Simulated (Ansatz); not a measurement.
# Cu(111) with 4 thermally displaced layers, 2x2: scattering by thermal displacements, part 2 of 2

Wanted: the phonon-limited resistivity of Cu at 500 K by the Landauer route.

Ansatz 0.2.0; Ansatz plane-wave DFT, PBE, PAW files; ballistic transport by layer matching (Landauer), zero bias; PAW set soft_1.

So far. Step 2 (With 4 displaced layers): Over the solved energies the transmission per spin lies between 3.07 and 3.09, out of 3.21 channels of the lead on average (up to 3.21).

### 3. With 8 displaced layers

System of this step: Cu(111) with 8 thermally displaced layers, 2x2. The cell holds 56 atoms: 56 Cu. Its edges and angles: a = 5.112 Å, b = 5.112 Å, c = 29.257 Å, α = 87.5°, β = 92.5°, γ = 120.0°. It derives from Cu. Regions: lead, 24 atoms (24 Cu); scattering region, 32 atoms (32 Cu). The structure is stacked along c, and the current runs across the ab planes.

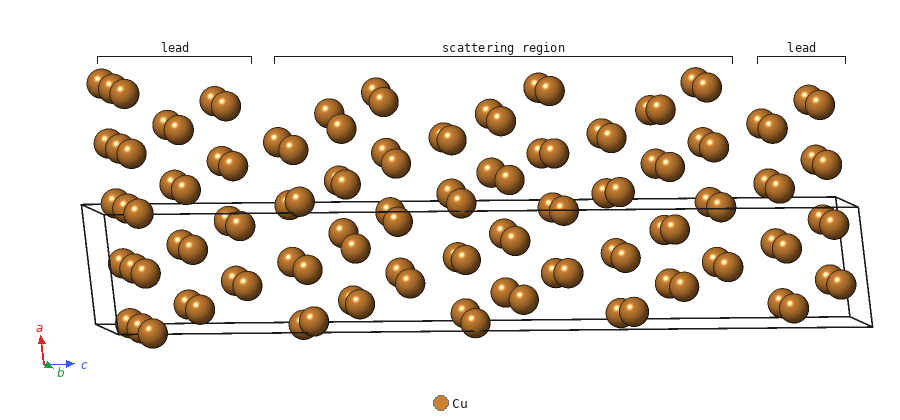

The cell of this step (copper orange). 2×1×1 cells are drawn. Some periodic images of atoms are drawn too.

Input file input.yaml:

```yaml
crystal:
  lattice:
    - [5.1123254594, 0.0, 0.0]
    - [-2.5561627297, 4.4274037203, 0.0]
    - [-1.2780813649, 0.73790062, 29.2193738075]
  atoms:
    - { symbol: Cu, position: [0.005952381, 0.994047619, 0.0357142857] }
    - { symbol: Cu, position: [0.005952381, 0.494047619, 0.0357142857] }
    - { symbol: Cu, position: [0.505952381, 0.994047619, 0.0357142857] }
    - { symbol: Cu, position: [0.505952381, 0.494047619, 0.0357142857] }
    - { symbol: Cu, position: [0.1845238095, 0.3154761905, 0.1071428571] }
    - { symbol: Cu, position: [0.1845238095, 0.8154761905, 0.1071428571] }
    - { symbol: Cu, position: [0.6845238095, 0.3154761905, 0.1071428571] }
    - { symbol: Cu, position: [0.6845238095, 0.8154761905, 0.1071428571] }
    - { symbol: Cu, position: [0.3630952381, 0.1369047619, 0.1785714286] }
    - { symbol: Cu, position: [0.3630952381, 0.6369047619, 0.1785714286] }
    - { symbol: Cu, position: [0.8630952381, 0.1369047619, 0.1785714286] }
    - { symbol: Cu, position: [0.8630952381, 0.6369047619, 0.1785714286] }
    - { symbol: Cu, position: [0.0916084034, 0.9876250067, 0.2512144618] }
    - { symbol: Cu, position: [0.0185199393, 0.4578616305, 0.2522308546] }
    - { symbol: Cu, position: [0.5213176456, 0.9669513485, 0.2514607768] }
    - { symbol: Cu, position: [0.5415325786, 0.4321516631, 0.2477513807] }
    - { symbol: Cu, position: [0.1996288679, 0.2525414042, 0.3273393481] }
    - { symbol: Cu, position: [0.2141487446, 0.7872862178, 0.3205498818] }
    - { symbol: Cu, position: [0.7661578322, 0.3090151799, 0.323580851] }
    - { symbol: Cu, position: [0.678411039, 0.7805415477, 0.3237518962] }
    - { symbol: Cu, position: [0.4124119616, 0.0863006203, 0.3990487614] }
    - { symbol: Cu, position: [0.3662749088, 0.5858246745, 0.3960346603] }
    - { symbol: Cu, position: [0.9223230807, 0.1459917457, 0.3934977749] }
    - { symbol: Cu, position: [0.8816594614, 0.593340782, 0.3891491745] }
    - { symbol: Cu, position: [0.0599635228, 0.9364282506, 0.4662606509] }
    - { symbol: Cu, position: [0.0950193627, 0.4047386959, 0.4700256944] }
    - { symbol: Cu, position: [0.5892088196, 0.9581737211, 0.4628150073] }
    - { symbol: Cu, position: [0.5664811938, 0.4276368457, 0.4677908318] }
    - { symbol: Cu, position: [0.2517540793, 0.2316754815, 0.5311565091] }
    - { symbol: Cu, position: [0.2349287583, 0.7547608376, 0.5390775609] }
    - { symbol: Cu, position: [0.74120834, 0.2194581661, 0.5386810861] }
    - { symbol: Cu, position: [0.7234395772, 0.7277037773, 0.5378246489] }
    - { symbol: Cu, position: [0.3948235708, 0.0744708005, 0.6051663063] }
    - { symbol: Cu, position: [0.435911882, 0.5636639459, 0.6078296889] }
    - { symbol: Cu, position: [0.9403071289, 0.0476632824, 0.6119716846] }
    - { symbol: Cu, position: [0.9587474021, 0.5837389978, 0.611101336] }
    - { symbol: Cu, position: [0.1379001551, 0.9057922618, 0.6788283132] }
    - { symbol: Cu, position: [0.0834335254, 0.3843119112, 0.6759564388] }
    - { symbol: Cu, position: [0.5880381859, 0.8930231426, 0.6766393653] }
    - { symbol: Cu, position: [0.5815500751, 0.3633611532, 0.6794835723] }
    - { symbol: Cu, position: [0.3134546013, 0.2380002208, 0.7499527147] }
    - { symbol: Cu, position: [0.32827767, 0.7391307731, 0.7539085304] }
    - { symbol: Cu, position: [0.7596968241, 0.2356969068, 0.7511541078] }
    - { symbol: Cu, position: [0.8042769503, 0.7164421387, 0.7513006979] }
    - { symbol: Cu, position: [0.4702380952, 0.0297619048, 0.8214285714] }
    - { symbol: Cu, position: [0.4702380952, 0.5297619048, 0.8214285714] }
    - { symbol: Cu, position: [0.9702380952, 0.0297619048, 0.8214285714] }
    - { symbol: Cu, position: [0.9702380952, 0.5297619048, 0.8214285714] }
    - { symbol: Cu, position: [0.1488095238, 0.8511904762, 0.8928571429] }
    - { symbol: Cu, position: [0.1488095238, 0.3511904762, 0.8928571429] }
    - { symbol: Cu, position: [0.6488095238, 0.8511904762, 0.8928571429] }
    - { symbol: Cu, position: [0.6488095238, 0.3511904762, 0.8928571429] }
    - { symbol: Cu, position: [0.3273809524, 0.1726190476, 0.9642857143] }
    - { symbol: Cu, position: [0.3273809524, 0.6726190476, 0.9642857143] }
    - { symbol: Cu, position: [0.8273809524, 0.1726190476, 0.9642857143] }
    - { symbol: Cu, position: [0.8273809524, 0.6726190476, 0.9642857143] }
kpoints:
  mp_grid: { grid: [5, 5, 1] }
hamiltonian:
  xc: pbe
  pseudopotentials: { kind: paw, azcp: { folder: soft_1 } }
scf:
  occupations: { method: fermi_dirac, width: 0.1 }
output:
  transmission:
    leads: [[0, 4]]
    kmesh: [10, 10]
    e_range: [-0.05, 0.05]
    de: 0.05
  write_potential: true
  write_density: true
  volumetric_format: npy
```

Command:

```
ansatz run input.yaml --threads 4 --pin off --max-ram 15360MiB --backend cpu --events-out ev --progress --plain --runs-dir out
```

Numbers of over 12 decimals in the logs are rounded to 6 here.

The program printed:

```text
[...]
Crystal: 56 atoms, lattice volume = 661.361 Å³
Basis set: ecut = 420 eV, 12983 PW (Γ)
Bands: 639, of which v1, the nominal top of the filled ones, is band 532 counted from 1 (531 counted from 0)
Symmetry: 1 space group operations
[...]
k-points: 13 of 25 (time reversal used)
[...]
SCF iter   1: F=—  HF=-371057.247220 eV  |F-HF|=—  |Δ(HF+E_count)|=         —  Δρ=2.65e-1  dr2=2.79e2  ethr=3.10e-3  ⟨swp⟩=4.8  Hψ=25223  notcnv=0  defer=25
[...]
SCF iter  13: F=-371006.516820 eV  HF=-371006.516820 eV  |F-HF|=6.48e-8  |Δ(HF+E_count)|=   1.44e-8  Δρ=1.36e-6  dr2=6.04e-8  ethr=9.40e-12  ⟨swp⟩=7.2  Hψ=29126  notcnv=0
SCF 1 converged in 13 iterations: F = -371006.516820 eV  dr2 = 6.04e-8
[...]
transmission: 234 of 2340 steps passed
transmission: 468 of 2340 steps passed
[...]
transmission: 2340 of 2340 steps passed
SCF converged after 13 iterations
Free energy (F): -371006.516820 eV
[...]
Internal energy: -371005.806738 eV  (E = F + TS)
E sigma→0 (E₀):  -371006.161779 eV
Entropy (-TS):   -0.710082 eV (-12.680 meV/atom)
Fermi energy:    16.344100 eV
[...]
--- Band table (eV; the first three rows and the last of 13) ---
  k-point 0: bands = [... 528 lower, 16.3744, 16.6251, 16.6546, 16.8371, 16.8892, 16.9028, 16.9362, 17.0921, ... 103 higher]
  k-point 1: bands = [... 528 lower, 16.0696, 16.1997, 16.2358, 16.2764, 16.3423, 16.4009, 16.4677, 16.5281, ... 103 higher]
  k-point 2: bands = [... 528 lower, 16.0845, 16.1534, 16.1828, 16.2919, 16.3453, 16.4321, 16.5773, 16.6175, ... 103 higher]
  k-point 12: bands = [... 528 lower, 15.6499, 15.7455, 16.0528, 16.3787, 16.5091, 16.7510, 16.8014, 16.9909, ... 103 higher]
--- Transmission ---
  basis      : 199 plane waves across, 45 finite elements along
  points     : 52, standing for a mesh of 10 x 10
[...]
channels       : 3.210000e0 a spin
[...]
junction   : crystal 0 to crystal 0, 0.70 to 27.83 Å
    transmission   : 2.938270e0 a spin
[...]
```

Run time: 5.8 min. Hardware: 4 threads of Intel Xeon 6975P-C (Granite Rapids), shared host; peak memory 8.5 GiB.

This step gave:

| Quantity | Value |
| --- | --- |
| free energy | -371006.5168 eV |
| energy at zero smearing | -371006.1618 eV |
| transmission per spin nearest the Fermi level | 2.938 |
| step of the lead's potential | 3.3 meV |

Per spin. Transmission, zone mean against energy, zero at the Fermi level:

```csv
energy (eV),"transmission, zone mean"
-0.0500,2.88
0.0000,2.94
0.0500,2.97
```

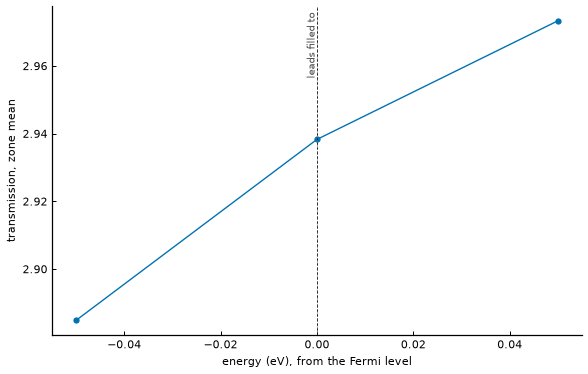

Transmission, zone mean against energy.

Over the solved energies the transmission per spin lies between 2.88 and 2.97, out of 3.21 channels of the lead on average (up to 3.21).

### 4. With 12 displaced layers

System of this step: Cu(111) with 12 thermally displaced layers, 2x2. The cell holds 72 atoms: 72 Cu. Cell: a = 5.112 Å, b = 5.112 Å, c = 37.568 Å, α = 90.0°, β = 90.0°, γ = 120.0°. It derives from Cu. Regions: lead, 24 atoms (24 Cu); scattering region, 48 atoms (48 Cu). The structure is stacked along c, and the current runs across the ab planes.

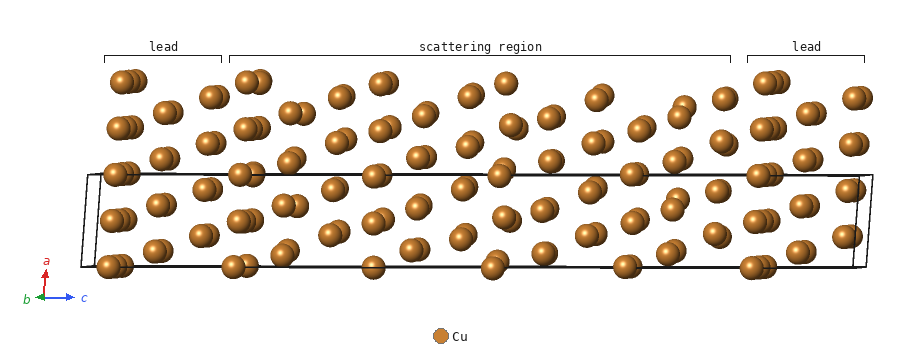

The cell of this step (copper orange). 2×1×1 cells are drawn. Some periodic images of atoms are drawn too.

Input file input.yaml:

```yaml
crystal:
  lattice:
    - [5.1123254594, 0.0, 0.0]
    - [-2.5561627297, 4.4274037203, 0.0]
    - [0.0, 0.0, 37.567766324]
  atoms:
    - { symbol: Cu, position: [0.0, 0.0, 0.0277777778] }
    - { symbol: Cu, position: [0.0, 0.5, 0.0277777778] }
    - { symbol: Cu, position: [0.5, 0.0, 0.0277777778] }
    - { symbol: Cu, position: [0.5, 0.5, 0.0277777778] }
    - { symbol: Cu, position: [0.1666666667, 0.3333333333, 0.0833333333] }
    - { symbol: Cu, position: [0.1666666667, 0.8333333333, 0.0833333333] }
    - { symbol: Cu, position: [0.6666666667, 0.3333333333, 0.0833333333] }
    - { symbol: Cu, position: [0.6666666667, 0.8333333333, 0.0833333333] }
    - { symbol: Cu, position: [0.3333333333, 0.1666666667, 0.1388888889] }
    - { symbol: Cu, position: [0.3333333333, 0.6666666667, 0.1388888889] }
    - { symbol: Cu, position: [0.8333333333, 0.1666666667, 0.1388888889] }
    - { symbol: Cu, position: [0.8333333333, 0.6666666667, 0.1388888889] }
    - { symbol: Cu, position: [0.0021791195, 0.9919505826, 0.1894182895] }
    - { symbol: Cu, position: [0.9888718779, 0.4819745521, 0.1972993918] }
    - { symbol: Cu, position: [0.4953274864, 0.0018721178, 0.1921988766] }
    - { symbol: Cu, position: [0.4899530992, 0.4997413458, 0.1905184941] }
    - { symbol: Cu, position: [0.1713172772, 0.3309544306, 0.2468660597] }
    - { symbol: Cu, position: [0.1258401063, 0.8448396517, 0.2492134646] }
    - { symbol: Cu, position: [0.6537244265, 0.3280370483, 0.2548010728] }
    - { symbol: Cu, position: [0.6666707199, 0.8352759601, 0.2460695625] }
    - { symbol: Cu, position: [0.3756171442, 0.1872433452, 0.3083755389] }
    - { symbol: Cu, position: [0.3445382539, 0.6872246589, 0.3065359939] }
    - { symbol: Cu, position: [0.8435363786, 0.1632534061, 0.3016599668] }
    - { symbol: Cu, position: [0.8316184198, 0.6232709568, 0.3049213862] }
    - { symbol: Cu, position: [0.9843334465, 0.9766115761, 0.3627316384] }
    - { symbol: Cu, position: [0.9912102281, 0.4902022705, 0.3624850891] }
    - { symbol: Cu, position: [0.5063190951, 0.0311509196, 0.3620400314] }
    - { symbol: Cu, position: [0.4689850581, 0.4563955975, 0.3576546281] }
    - { symbol: Cu, position: [0.187208203, 0.3321984263, 0.4159183473] }
    - { symbol: Cu, position: [0.1841996397, 0.8045671134, 0.4151187322] }
    - { symbol: Cu, position: [0.6640627735, 0.3464832317, 0.4149128968] }
    - { symbol: Cu, position: [0.6367530516, 0.7973343408, 0.4185943881] }
    - { symbol: Cu, position: [0.3436486928, 0.1559828742, 0.4726539411] }
    - { symbol: Cu, position: [0.3029361696, 0.6560852228, 0.4758642428] }
    - { symbol: Cu, position: [0.8618770478, 0.2184816305, 0.4701416168] }
    - { symbol: Cu, position: [0.8424115942, 0.6622820201, 0.4737177183] }
    - { symbol: Cu, position: [0.9935668886, 0.9874139026, 0.5254846061] }
    - { symbol: Cu, position: [0.0586828356, 0.4982653676, 0.5224476027] }
    - { symbol: Cu, position: [0.4950058067, 0.0152065267, 0.5264562206] }
    - { symbol: Cu, position: [0.5376637789, 0.5224809778, 0.5273751361] }
    - { symbol: Cu, position: [0.1462276121, 0.310798469, 0.5814832729] }
    - { symbol: Cu, position: [0.1515601327, 0.8603445593, 0.5875376666] }
    - { symbol: Cu, position: [0.6290183881, 0.3068315032, 0.578659033] }
    - { symbol: Cu, position: [0.6131129863, 0.7636669237, 0.5803142103] }
    - { symbol: Cu, position: [0.3546464633, 0.1589142027, 0.6411476147] }
    - { symbol: Cu, position: [0.3435797343, 0.7061534889, 0.6394154359] }
    - { symbol: Cu, position: [0.8545357381, 0.2239103685, 0.6380312871] }
    - { symbol: Cu, position: [0.8118782387, 0.6711949409, 0.6387862452] }
    - { symbol: Cu, position: [0.010375877, 0.9793303397, 0.6965713675] }
    - { symbol: Cu, position: [0.0090753467, 0.4850256494, 0.6948759098] }
    - { symbol: Cu, position: [0.5101696489, 0.0526098864, 0.6925833544] }
    - { symbol: Cu, position: [0.4792482772, 0.4760962468, 0.6935296217] }
    - { symbol: Cu, position: [0.1751622163, 0.3505526871, 0.7483864412] }
    - { symbol: Cu, position: [0.1471745297, 0.8015654554, 0.7478131181] }
    - { symbol: Cu, position: [0.731867467, 0.3566854936, 0.7479346417] }
    - { symbol: Cu, position: [0.6297512541, 0.8114537506, 0.7499426695] }
    - { symbol: Cu, position: [0.3256608756, 0.1499727491, 0.8021550494] }
    - { symbol: Cu, position: [0.3660245226, 0.6767967027, 0.8045655461] }
    - { symbol: Cu, position: [0.8231095967, 0.1547907858, 0.7977953824] }
    - { symbol: Cu, position: [0.8235751251, 0.6426573624, 0.8029053909] }
    - { symbol: Cu, position: [0.0, 0.0, 0.8611111111] }
    - { symbol: Cu, position: [0.0, 0.5, 0.8611111111] }
    - { symbol: Cu, position: [0.5, 0.0, 0.8611111111] }
    - { symbol: Cu, position: [0.5, 0.5, 0.8611111111] }
    - { symbol: Cu, position: [0.1666666667, 0.3333333333, 0.9166666667] }
    - { symbol: Cu, position: [0.1666666667, 0.8333333333, 0.9166666667] }
    - { symbol: Cu, position: [0.6666666667, 0.3333333333, 0.9166666667] }
    - { symbol: Cu, position: [0.6666666667, 0.8333333333, 0.9166666667] }
    - { symbol: Cu, position: [0.3333333333, 0.1666666667, 0.9722222222] }
    - { symbol: Cu, position: [0.3333333333, 0.6666666667, 0.9722222222] }
    - { symbol: Cu, position: [0.8333333333, 0.1666666667, 0.9722222222] }
    - { symbol: Cu, position: [0.8333333333, 0.6666666667, 0.9722222222] }
kpoints:
  mp_grid: { grid: [5, 5, 1] }
hamiltonian:
  xc: pbe
  pseudopotentials: { kind: paw, azcp: { folder: soft_1 } }
scf:
  occupations: { method: fermi_dirac, width: 0.1 }
output:
  transmission:
    leads: [[0, 4]]
    kmesh: [10, 10]
    e_range: [-0.05, 0.05]
    de: 0.05
  write_potential: true
  write_density: true
  volumetric_format: npy
```

The program printed:

```text
[...]
Crystal: 72 atoms, lattice volume = 850.321 Å³
Basis set: ecut = 420 eV, 16727 PW (Γ)
Bands: 821, of which v1, the nominal top of the filled ones, is band 684 counted from 1 (683 counted from 0)
Symmetry: 1 space group operations
[...]
k-points: 13 of 25 (time reversal used)
[...]
SCF iter   1: F=—  HF=-477071.757250 eV  |F-HF|=—  |Δ(HF+E_count)|=         —  Δρ=2.64e-1  dr2=3.58e2  ethr=3.10e-3  ⟨swp⟩=4.6  Hψ=31591  notcnv=0  defer=41
[...]
SCF iter  15: F=-477006.927293 eV  HF=-477006.927293 eV  |F-HF|=2.47e-8  |Δ(HF+E_count)|=   1.05e-9  Δρ=7.46e-7  dr2=2.65e-8  ethr=7.31e-12  ⟨swp⟩=2.0  Hψ=19579  notcnv=0
SCF 1 converged in 15 iterations: F = -477006.927293 eV  dr2 = 2.65e-8
[...]
transmission: 310 of 3068 steps passed
transmission: 616 of 3068 steps passed
[...]
transmission: 3068 of 3068 steps passed
SCF converged after 15 iterations
Free energy (F): -477006.927293 eV
[...]
Internal energy: -477006.102294 eV  (E = F + TS)
E sigma→0 (E₀):  -477006.514793 eV
Entropy (-TS):   -0.824999 eV (-11.458 meV/atom)
Fermi energy:    16.322150 eV
[...]
--- Band table (eV; the first three rows and the last of 13) ---
  k-point 0: bands = [... 680 lower, 16.4101, 16.7410, 16.7725, 16.7980, 16.8092, 16.8517, 16.8828, 17.0539, ... 133 higher]
  k-point 1: bands = [... 680 lower, 16.0576, 16.1603, 16.1828, 16.2997, 16.3388, 16.4405, 16.4542, 16.4866, ... 133 higher]
  k-point 2: bands = [... 680 lower, 16.1460, 16.1616, 16.2089, 16.2657, 16.3122, 16.3587, 16.3900, 16.4554, ... 133 higher]
  k-point 12: bands = [... 680 lower, 15.8704, 15.9651, 15.9811, 16.3227, 16.3385, 16.8186, 16.8439, 16.9426, ... 133 higher]
--- Transmission ---
  basis      : 199 plane waves across, 59 finite elements along
  points     : 52, standing for a mesh of 10 x 10
[...]
channels       : 3.210000e0 a spin
[...]
junction   : crystal 0 to crystal 0, 0.70 to 36.18 Å
    transmission   : 2.750428e0 a spin
[...]
```

Run time: 11 min. Hardware: 4 threads; peak memory 7.5 GiB; 42 min of CPU time.

This step gave:

```yaml
free_energy: -477006.9273 eV
energy_at_zero_smearing: -477006.5148 eV
fermi_energy: 16.32 eV
transmission_per_spin_nearest_the_fermi_level: 2.750
step_of_the_lead_s_potential: 7.9 meV
```

Per spin. Table of transmission, zone mean by energy, zero at the Fermi level:

```csv
energy (eV),"transmission, zone mean"
-0.0500,2.74
0.0000,2.75
0.0500,2.78
```

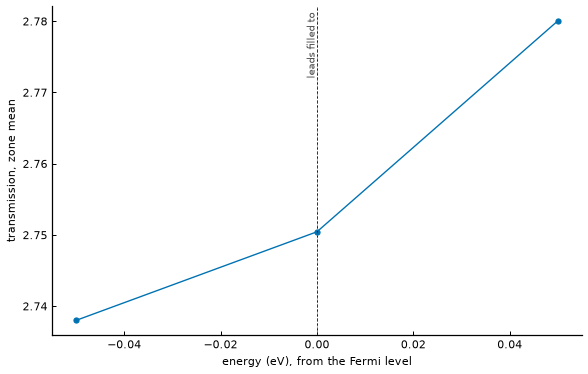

Transmission, zone mean against energy.

Over the solved energies the transmission per spin lies between 2.74 and 2.78, out of 3.21 channels of the lead on average (up to 3.21).

### 5. The fit

This step: Ansatz plane-wave DFT, PBE, PAW files; ballistic transport by layer matching (Landauer), zero bias; resistivity from the slope of the area resistance; PAW set soft_1 (Ansatz 0.2.0).

Numbers from this step:

* resistivity: 6.633 µΩ cm
* intercept: -0.01901 fΩ m²
* scatter about the fit: 0.003882 fΩ m²

Resistance, by row:

```csv
run,length (Å),T,channels N,RA (fΩ m²)
n4,8.348,3.078,3.21,0.03911
n8,16.7,2.932,3.21,0.08625
n12,25.05,2.756,3.21,0.1499
```

The area resistance by length of the displaced region:

```csv
length of the displaced region (Å),area resistance (fΩ m²)
8.35,0.0391
16.70,0.0862
25.05,0.150
```

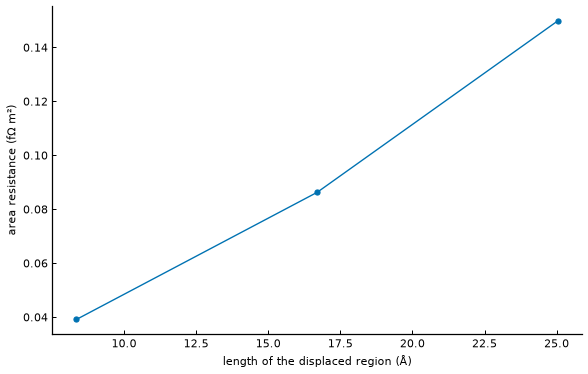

Area resistance, plotted against length of the displaced region.

The area resistance goes from 0.039 to 0.15 fΩ m² between 8.3 and 25.0 Å, a slope of 6.6 µΩ cm.

By hand from the end points: (0.1499 − 0.03911) fΩ m² / (25.05 − 8.35) Å = 6.6 µΩ cm, since 1 fΩ m² per Å is 1000 µΩ cm.

### 6. What came out

```json
{
  "resistivity from the slope": "6.63 µΩ cm",
  "area resistance over 8.35 Å": "0.0391 fΩ m²",
  "area resistance over 16.7 Å": "0.0862 fΩ m²",
  "area resistance over 25.0 Å": "0.150 fΩ m²"
}
```

In words: The slope gives 6.6 µΩ cm. The points scatter by 0.0039 fΩ m² about the line, with one random draw a length in a 2x2 cell, so the slope is a rough value. The mean square of the displacements drawn is 0.78, 0.99 and 1.2 of the nominal one at the three lengths; with each resistance scaled back by that, the slope is 4.6 µΩ cm, the value used below. Read with a model of isotropic scattering on a spherical Fermi surface and the lead's 1.1×10¹⁵ S/m², this slope means a mean free path near 174 Å; over these lengths the model's slope is 1.18 times its bulk resistivity, which would be 3.9 µΩ cm. Uncorrelated displacements put too much weight on short waves, which scatter strongly; with the sideways repeat of a small cell, one draw and three short lengths, the method is good to a factor of two or three. The measured value is 3.09 µΩ cm (CRC Handbook of Chemistry and Physics, 84th ed., 2003, Electrical Resistivity of Pure Metals); the scaled slope is 1.5 times that and the corrected value 1.3: fair for so small a cell.

[Logs are printed without paths, hosts, clocks, repeated set-up lines and the standing remarks that a program may print on its own settings, such as how far it seeks lower states.]

[Hosts, paths, dates, database ids (printed as entryN), source tags and the programs' standing remarks are cut or masked in the printed files.]
